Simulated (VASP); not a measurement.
Band structure of NaCl (rock salt). Method: r2SCAN+rVV10, VASP's PBE PAW potentials (set 64) (plane waves; VASP).

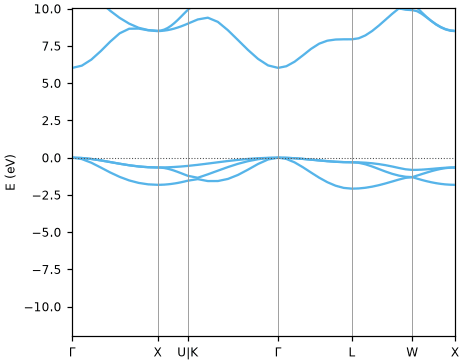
Figure. Bands along high-symmetry lines, zero at the valence-band maximum or, without a gap, the Fermi level

Task: Read the plot: is there a gap, and where are the band edges?

Result: The gap is direct, 6.03 eV, from the valence maximum at Γ to the conduction minimum at Γ.

Measured: gap 8.97 eV (computed value off by -2.94 eV), as given by Wei Chen et al., Physical Review Materials (2018), doi:10.1103/physrevmaterials.2.073803.

The compound is NaCl in the rock salt structure. It was relaxed first.
